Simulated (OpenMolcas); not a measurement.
# A workflow on CH3BFNO (SMILES NC1(F)BO1)

Wanted: the energy (HF/ANO-R0), then the energy (CASSCF(2,2)/ANO-R1), then the energy along one coordinate (CASPT2(2,2)/ANO-R1), then the energy along one coordinate (SC-NEVPT2(2,2)/ANO-R1), then an energy scan (MC-PDFT[tPBE](2,2)/ANO-R1) of CH3BFNO. 

Program for the calculation: OpenMolcas 26.06.

### Step 1. Starting point

CH3BFNO: 8 atoms, total charge 0, spin state singlet. SMILES: `NC1(F)BO1`. The shape is that of a PBE0-D4/def2-TZVP optimisation. This is one conformer, not always the lowest.

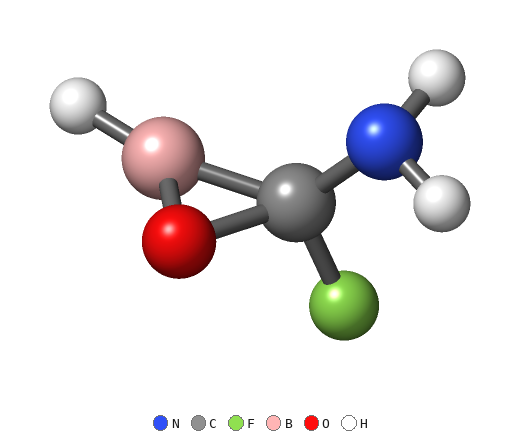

The structure, seen from a chosen angle (nitrogen blue, carbon grey, fluorine green, boron pink, oxygen red, hydrogen white).

### Step 2. A single-point energy at HF/ANO-R0 (sfX2C) (run 1)

Input file geom.xyz:

```xyz
8

N     -0.431000     1.148400     0.184600
C      0.054100    -0.061200    -0.289600
F      0.122100    -0.132700    -1.658300
B      0.337600    -1.307200     0.515100
O      1.346900    -0.473000     0.255300
H     -1.439500     1.170100     0.211400
H     -0.075300     1.941600    -0.336200
H      0.177200    -2.343100     1.061900
```

Input file step1.input:

```
&GATEWAY
Coord = geom.xyz
Basis = ANO-R0
Group = NoSym
&SEWARD
&SCF
PrOrbitals = 0
&LOCALISATION
Occupied
Freeze
Pipek-Mezey
&LOCALISATION
FileOrb = $Project.LocOrb
Virtual
Pipek-Mezey
```

On the command line:

```sh
$ export MOLCAS_MEM=1860
$ pymolcas step1.input > step1.log
```

The log of the run:

```text
--- Start Module: gateway ---
[...]
--- Stop Module: gateway /rc=_RC_ALL_IS_WELL_ ---
[...]
      Basis functions           28
[...]
       Convergence after  13 Iterations
[...]
::    Total SCF energy                               -292.5845041021
[...]
      Total spin, S                                     0.0000000000
[...]
      Total electronic charge=   38.000000
      Total            charge=   -0.000000
[...]
      Dipole Moment (debye):
      Origin of the operator (angstrom)=    0.2778   -0.1114   -0.2892
                   X= -9.7119E-01               Y=  7.3757E-01               Z= -4.0850E-01           Total=  1.2861E+00
      Quadrupole Moment (debye*angstrom):
[...]
--- Start Module: localisation ---
[...]
--- Stop Module: localisation /rc=_RC_ALL_IS_WELL_ ---
--- Start Module: localisation ---
[...]
--- Stop Module: localisation /rc=_RC_ALL_IS_WELL_ ---
[...]
```

Wall time 2.1 s (1 thread of Intel Xeon 6975P-C (Granite Rapids), shared host); peak memory 0.38 GiB.

### Step 3. A single-point energy at CASSCF(2,2)/ANO-R1 (sfX2C, RICD fitting) (run 2)

geom.xyz is that of step 2.

Input file step2.inp:

```
&GATEWAY
Coord=geom.xyz
Basis=ANO-R0
Group=NoSym
&SEWARD
&RASSCF
FileOrb=$CurrDir/step1.LocOrb
Alter=2
1 13 19
1 20 21
Spin=1
Nactel=2 0 0
Inactive=18
Ras2=2
OrbListing=Nothing
>>> COPY $Project.RunFile RUNFIL1
>>> COPY $Project.RasOrb INPORB
&GATEWAY
Coord=geom.xyz
Basis=ANO-R1
Group=NoSym
RICD
&SEWARD
>>> COPY $Project.RunFile RUNFIL2
&EXPBAS
&RASSCF
FileOrb=$Project.ExpOrb
Spin=1
Nactel=2 0 0
Inactive=18
Ras2=2
OrbListing=Nothing
OrbAppear=Compact
```

On the command line:

```sh
$ export MOLCAS_MEM=1860
$ pymolcas step2.inp > step2.log
```

The log of the run:

```text
--- Start Module: gateway ---
[...]
--- Stop Module: gateway /rc=_RC_ALL_IS_WELL_ ---
[...]
      Basis functions           28
[...]
      Number of active orbitals                  2
[...]
      Spin quantum number                      0.0
[...]
      Active orbitals                            2
[...]
      Number of CSFs                             3
[...]
      Number of root(s) required                 1
[...]
      Convergence after 14 iterations
[...]
      printout of CI-coefficients larger than  0.05 for root  1
      energy=    -292.597654
      conf/sym  11     Coeff  Weight
             1  20   0.99527 0.99057
             3  02  -0.09713 0.00943
      Natural orbitals and occupation numbers for root  1
      sym 1:   1.981131   0.018869
      ************************************************************************************************************************
      *                                                    Final results                                                     *
[...]
::    RASSCF root number  1 Total energy:   -292.59765432
[...]
      Basis functions           85
[...]
--- Start Module: expbas ---
[...]
--- Stop Module: expbas /rc=_RC_ALL_IS_WELL_ ---
--- Start Module: rasscf ---
[...]
      Convergence after 16 iterations
[...]
      Natural orbitals and occupation numbers for root  1
      sym 1:   1.983120   0.016880
      ************************************************************************************************************************
      *                                                    Final results                                                     *
[...]
::    RASSCF root number  1 Total energy:   -293.33645819
[...]
      Total electronic charge=   38.000000
      Total            charge=   -0.000000
[...]
      Dipole Moment (debye):
      Origin of the operator (angstrom)=    0.2778   -0.1114   -0.2892
                   X= -2.2466E+00               Y=  1.2605E-01               Z=  7.5511E-01           Total=  2.3735E+00
      Quadrupole Moment (debye*angstrom):
[...]
--- Stop Module: rasscf /rc=_RC_ALL_IS_WELL_ ---
[...]
```

It took 6.3 s on 1 thread of Intel Xeon 6975P-C (Granite Rapids), shared host; peak memory 0.38 GiB.

### Step 4. The energy along one coordinate at CASPT2(2,2)/ANO-R1 (sfX2C, RICD fitting, ipea shift 0.25 Eh, pt2 variant SS) (run 3)

Input file step3.inp:

```
>>> COPY $CurrDir/step2.RasOrb $Project.RasOrb
>>> ForEach K in (1, 2, 3, 4, 5, 6, 7, 8, 9)

&GATEWAY
 Coord
 $CurrDir/point$K.xyz
 Basis
 ANO-R1
 Group
 NoSym
 RICD

&SEWARD

&RASSCF
 FileOrb
 $Project.RasOrb
 Spin
 1
 Nactel
 2 0 0
 Inactive
 18
 Ras2
 2
 OrbListing
 Nothing
 OrbAppear
 Compact

&CASPT2
 Imaginary
 0.2
 Frozen
 5
>>> EndDo
```

On the command line:

```sh
$ export MOLCAS_MEM=1860
$ pymolcas step3.inp > step3.log
```

The log of the run:

```text
[...]
      Basis functions           85
[...]
      Number of active orbitals                  2
[...]
      Spin quantum number                      0.0
[...]
      Active orbitals                            2
[...]
      Number of CSFs                             3
[...]
      Number of root(s) required                 1
[...]
      Convergence after 12 iterations
[...]
      Natural orbitals and occupation numbers for root  1
      sym 1:   1.988483   0.011517
      ************************************************************************************************************************
      *                                                    Final results                                                     *
[...]
::    RASSCF root number  1 Total energy:   -293.32432229
[...]
::    CASPT2 Root  1     Total energy:   -294.07591429
[...]
      Convergence after 11 iterations
[...]
      Natural orbitals and occupation numbers for root  1
      sym 1:   1.983126   0.016874
      ************************************************************************************************************************
      *                                                    Final results                                                     *
[...]
      Convergence after 13 iterations
[...]
      Natural orbitals and occupation numbers for root  1
      sym 1:   1.827016   0.172984
      ************************************************************************************************************************
      *                                                    Final results                                                     *
[...]
      Convergence after 13 iterations
[...]
      Natural orbitals and occupation numbers for root  1
      sym 1:   1.636168   0.363832
      ************************************************************************************************************************
      *                                                    Final results                                                     *
[...]
      Convergence after 12 iterations
[...]
      Natural orbitals and occupation numbers for root  1
      sym 1:   1.356943   0.643057
      ************************************************************************************************************************
      *                                                    Final results                                                     *
[...]
::    RASSCF root number  1 Total energy:   -293.17910557
[...]
::    CASPT2 Root  1     Total energy:   -293.91562113
[...]
      Convergence after 11 iterations
[...]
::    RASSCF root number  1 Total energy:   -293.17543299
[...]
::    CASPT2 Root  1     Total energy:   -293.90989639
[...]
```

It took 43 s on 1 thread of Intel Xeon 6975P-C (Granite Rapids), shared host; peak memory 0.083 GiB.

The scan, from its lowest point:

```
H6–N1 (Å)  energy (kJ/mol)
    0.908             31.8
    1.009              0.0
    1.110             16.5
    1.261             82.7
    1.463            192.0
    1.715            311.4
    2.018            403.4
    2.422            452.6
    3.027            467.7
```

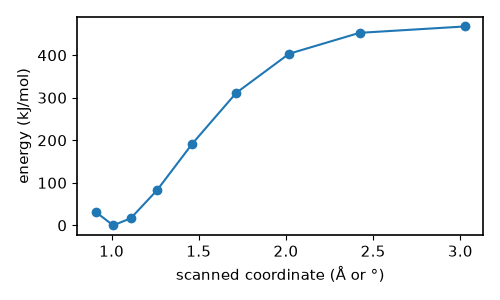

Energy along the scan.

### Step 5. The energy along one coordinate at SC-NEVPT2(2,2)/ANO-R1 (sfX2C, RICD fitting, pt2 variant SC-NEVPT2) (run 4)

Input file step4.inp:

```
* CH3BFNO NEVPT2
>>> COPY $CurrDir/step2.RasOrb $Project.RasOrb
>>> ForEach K in (1, 2, 3, 4, 5, 6, 7, 8, 9)

&GATEWAY
  COORD
  $CurrDir/point$K.xyz
  BASIS
  ANO-R1
  GROUP
  NoSym
  RICD

&SEWARD

&RASSCF
  FILEORB
  $Project.RasOrb
  SPIN
  1
  NACTEL
  2 0 0
  INACTIVE
  18
  RAS2
  2
  ORBLISTING
  Nothing
  ORBAPPEAR
  Compact

&CASPT2
  SC-NEVPT2
  FROZEN
  5
>>> EndDo
```

On the command line:

```sh
$ export MOLCAS_MEM=1860
$ pymolcas step4.inp > step4.log
```

The log of the run:

```text
[...]
      Basis functions           85
[...]
      Number of active orbitals                  2
[...]
      Spin quantum number                      0.0
[...]
      Active orbitals                            2
[...]
      Number of CSFs                             3
[...]
      Number of root(s) required                 1
[...]
      Convergence after 12 iterations
[...]
      printout of CI-coefficients larger than  0.05 for root  1
      energy=    -293.324322
      conf/sym  11     Coeff  Weight
             1  20   0.99712 0.99424
             3  02  -0.07588 0.00576
      Natural orbitals and occupation numbers for root  1
      sym 1:   1.988483   0.011517
      ************************************************************************************************************************
      *                                                    Final results                                                     *
[...]
::    RASSCF root number  1 Total energy:   -293.32432229
[...]
      E2 (Variational):          -0.7485428331
[...]
::    SC-NEVPT2 Root  1     Total energy:   -294.07281200
[...]
      Convergence after 11 iterations
[...]
      Natural orbitals and occupation numbers for root  1
      sym 1:   1.983126   0.016874
      ************************************************************************************************************************
      *                                                    Final results                                                     *
[...]
      Convergence after 13 iterations
[...]
      Natural orbitals and occupation numbers for root  1
      sym 1:   1.827016   0.172984
      ************************************************************************************************************************
      *                                                    Final results                                                     *
[...]
      Convergence after 13 iterations
[...]
      Natural orbitals and occupation numbers for root  1
      sym 1:   1.636168   0.363832
      ************************************************************************************************************************
      *                                                    Final results                                                     *
[...]
      Convergence after 12 iterations
[...]
::    RASSCF root number  1 Total energy:   -293.17910557
[...]
::    SC-NEVPT2 Root  1     Total energy:   -293.91149945
[...]
      Convergence after 11 iterations
[...]
::    RASSCF root number  1 Total energy:   -293.17543299
[...]
      E2 (Variational):          -0.7306316879
[...]
      Reference weight:           0.82707
[...]
::    SC-NEVPT2 Root  1     Total energy:   -293.90606467
[...]
```

Wall time 38 s (1 thread of Intel Xeon 6975P-C (Granite Rapids), shared host); peak memory 0.083 GiB.

The scan, from its lowest point:

```
H6–N1 (Å)  energy (kJ/mol)
    0.908             33.2
    1.009              0.0
    1.110             15.4
    1.261             80.5
    1.463            190.1
    1.715            312.1
    2.018            407.1
    2.422            456.7
    3.027            471.0
```

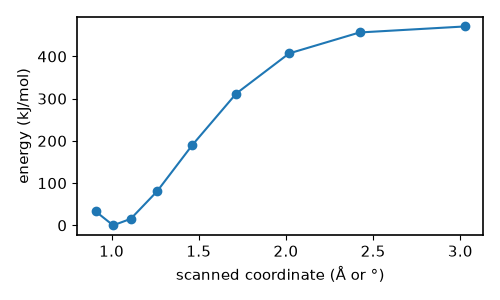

Energy along the scan.

### Step 6. The energy along one coordinate at MC-PDFT[tPBE](2,2)/ANO-R1 (sfX2C, RICD fitting) (run 5)

Input file step5.inp:

```
>>> COPY $CurrDir/step2.RasOrb $Project.RasOrb
>>> ForEach K in (1, 2, 3, 4, 5, 6, 7, 8, 9)
&GATEWAY
COORD=$CurrDir/point$K.xyz
BASIS=ANO-R1
GROUP=NoSym
RICD
&SEWARD
&RASSCF
FILEORB=$Project.RasOrb
SPIN=1
NACTEL=2 0 0
INACTIVE=18
RAS2=2
ORBLISTING=Nothing
ORBAPPEAR=Compact
&MCPDFT
KSDFT=T:PBE
>>> EndDo
```

On the command line:

```sh
$ export MOLCAS_MEM=1860
$ pymolcas step5.inp > step5.log
```

The log of the run:

```text
--- Start Module: gateway ---
[...]
      Basis functions           85
[...]
      Number of active orbitals                  2
[...]
      Spin quantum number                      0.0
[...]
      Active orbitals                            2
[...]
      Number of CSFs                             3
[...]
      Number of root(s) required                 1
[...]
      Convergence after 12 iterations
[...]
      printout of CI-coefficients larger than  0.05 for root  1
      energy=    -293.324322
      conf/sym  11     Coeff  Weight
             1  20   0.99712 0.99424
             3  02  -0.07588 0.00576
      Natural orbitals and occupation numbers for root  1
      sym 1:   1.988483   0.011517
      ************************************************************************************************************************
      *                                                    Final results                                                     *
[...]
::    RASSCF root number  1 Total energy:   -293.32432229
[...]
::    MCPDFT root number  1 Total energy:   -294.47448757
[...]
      Convergence after 11 iterations
[...]
      Natural orbitals and occupation numbers for root  1
      sym 1:   1.983126   0.016874
      ************************************************************************************************************************
      *                                                    Final results                                                     *
[...]
      Convergence after 13 iterations
[...]
      Natural orbitals and occupation numbers for root  1
      sym 1:   1.827016   0.172984
      ************************************************************************************************************************
      *                                                    Final results                                                     *
[...]
      Convergence after 13 iterations
[...]
      Natural orbitals and occupation numbers for root  1
      sym 1:   1.636168   0.363832
      ************************************************************************************************************************
      *                                                    Final results                                                     *
[...]
      Convergence after 12 iterations
[...]
::    RASSCF root number  1 Total energy:   -293.17910557
[...]
::    MCPDFT root number  1 Total energy:   -294.30505678
[...]
      Convergence after 11 iterations
[...]
::    RASSCF root number  1 Total energy:   -293.17543299
[...]
      Total electronic charge=   38.000000
      Total            charge=   -0.000000
[...]
::    MCPDFT root number  1 Total energy:   -294.29869618
[...]
```

It took 43 s on 1 thread of Intel Xeon 6975P-C (Granite Rapids), shared host; peak memory 0.083 GiB.

The scan, from its lowest point:

```
H6–N1 (Å)  energy (kJ/mol)
    0.908             32.7
    1.009              0.0
    1.110             15.2
    1.261             79.6
    1.463            188.8
    1.715            313.8
    2.018            418.2
    2.422            477.5
    3.027            494.2
```

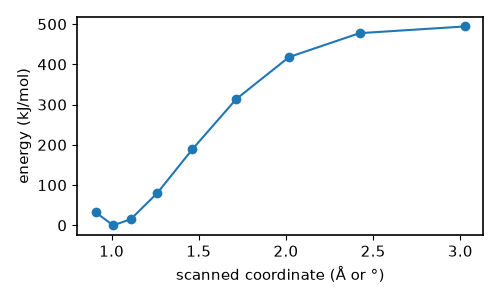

Energy along the scan.

### Step 7. What came out

```
                                                   quantity          value
                             run 1, HF/ANO-R0: total energy  -292.58450 Eh
                            run 1, HF/ANO-R0: dipole moment         1.29 D
                              run 1, HF/ANO-R0: HOMO energy      -11.46 eV
                              run 1, HF/ANO-R0: LUMO energy        3.10 eV
                            run 1, HF/ANO-R0: HOMO–LUMO gap       14.56 eV
                    run 2, CASSCF(2,2)/ANO-R1: total energy  -293.33646 Eh
  run 2, CASSCF(2,2)/ANO-R1: dipole moment (CASSCF density)         2.37 D
       run 3, CASPT2(2,2)/ANO-R1: lowest energy of the scan  -294.08802 Eh
    run 4, SC-NEVPT2(2,2)/ANO-R1: lowest energy of the scan  -294.08545 Eh
run 5, MC-PDFT[tPBE](2,2)/ANO-R1: lowest energy of the scan  -294.48693 Eh
```

Mulliken charges (run 1, HF/ANO-R0) run from -0.60 on N1 to +0.32 on H6.
